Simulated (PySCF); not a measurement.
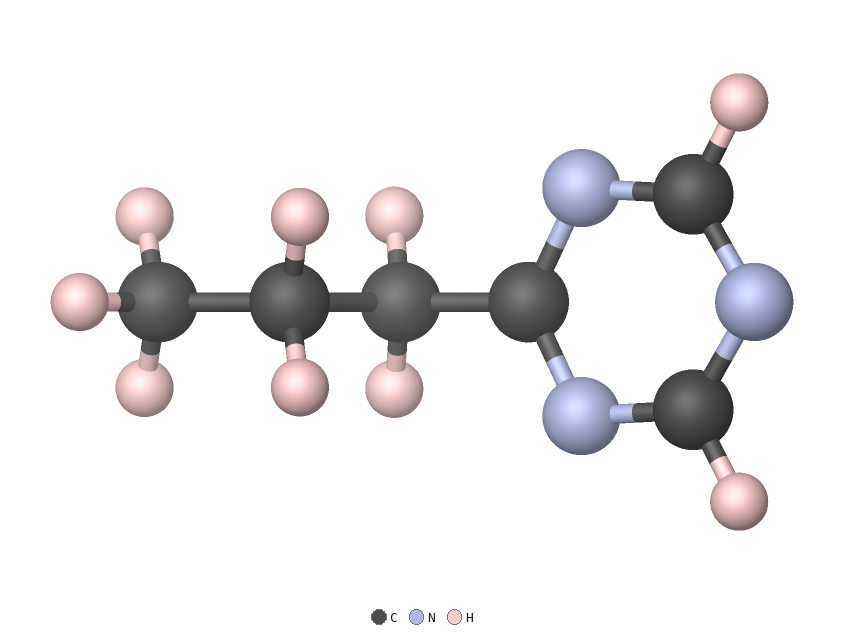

Rendered structure (ball-and-stick style). Every bond is drawn as one stick, whatever its order.

Describe the molecule.

The molecule is C₆H₉N₃. Its SMILES string is `CCCc1ncncn1`. Independent rings (smallest set): 1 of 6 members, 1 of them aromatic. This geometry has Cs symmetry. Coordination: 3 C tetrahedral; 3 C trigonal planar; 3 N bent.

The parts below concern this one geometry. Atoms keep their numbers from picture to picture. The computed structure is the end point of a PBE0-D3(BJ)/def2-SVP optimisation. No frequency run is at hand to confirm it as a minimum.

### Quadrupole coupling

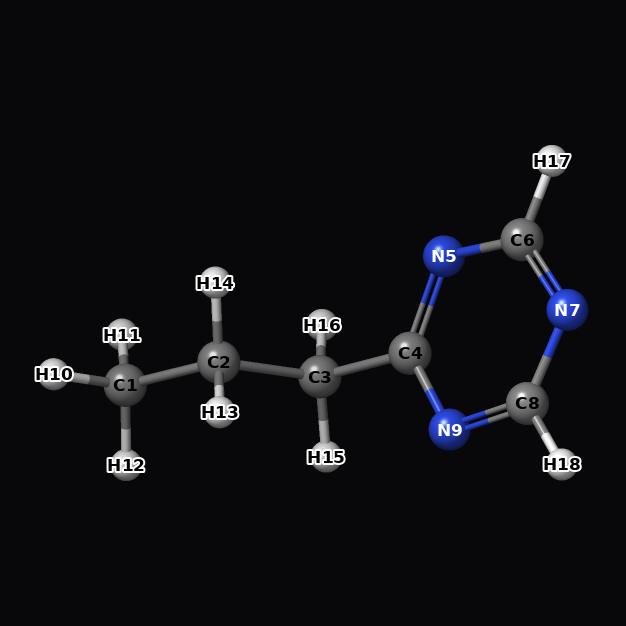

No frequency run is at hand to confirm it as a minimum. Electric field gradients from the ground-state density, PBE0/pcSseg-1 in chloroform (IEF-PCM) (PySCF 2.14.0), non-relativistic apart from any core potentials.

Give the largest field-gradient component, the quadrupole coupling constant and the asymmetry for 14N at N5 (Q = 20.44 mb), 14N at N7 (Q = 20.44 mb).

```csv
atom,V_zz (a.u.),e²qQ/h (MHz),η
N5,−1.013,−4.86,0.31
N7,−1.005,−4.83,0.34
```

### NMR shielding

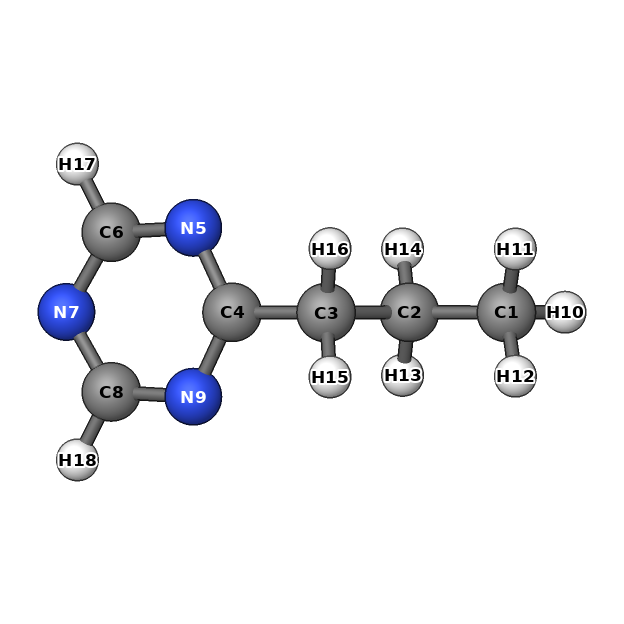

No frequency run is at hand to confirm it as a minimum. Properties computed with GIAO PBE0/pcSseg-1 NMR shielding, non-relativistic, IEF-PCM chloroform (PySCF 2.14.0). Principal shieldings σ11 ≤ σ22 ≤ σ33, span Ω = σ33 − σ11, skew κ = 3(σiso − σ22)/Ω.

Give the shielding tensors of the N atoms.

| atom | σ11 | σ22 | σ33 | σiso | Ω | κ |
| --- | --- | --- | --- | --- | --- | --- |
| N5, N9 | −234.6 | −164.2 | 262.6 | −45.4 | 497.2 | 0.72 |
| N7 | −234.5 | −166.4 | 284.7 | −38.8 | 519.2 | 0.74 |

Shieldings and span in ppm.

### Ring current

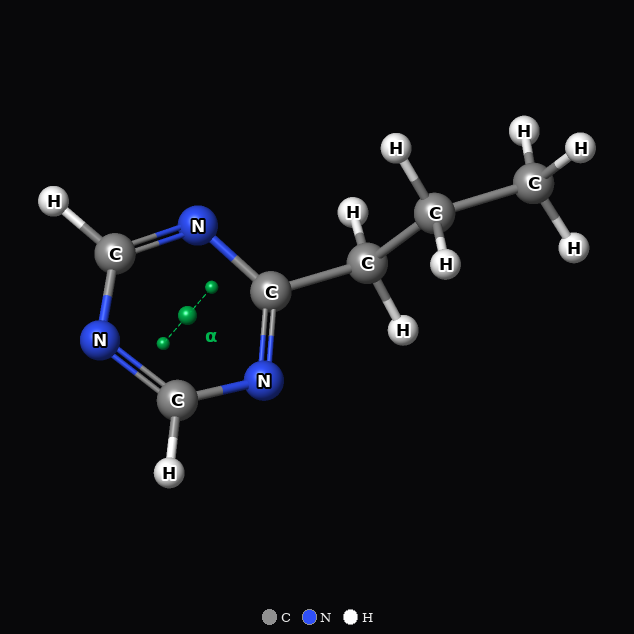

The small points mark where nucleus-independent chemical shifts (NICS) were computed: at the centre of each lettered ring and 1 Å above and below it. No frequency run is at hand to confirm it as a minimum. Properties computed with GIAO PBE0/pcSseg-1 NMR shielding, non-relativistic, IEF-PCM cyclohexane (PySCF 2.14.0).

Give NICS(0), NICS(1) and the out-of-plane component NICS(1)zz for each ring (means of the two sides).

```tsv
ring	members	NICS(0)	NICS(1)	NICS(1)zz
α	C3N3	−4.6	−10.1	−24.5
```

Values in ppm.

**What do the values say about the ring currents?**

Ring α: diatropic, as in an aromatic ring. NICS is one index among several.
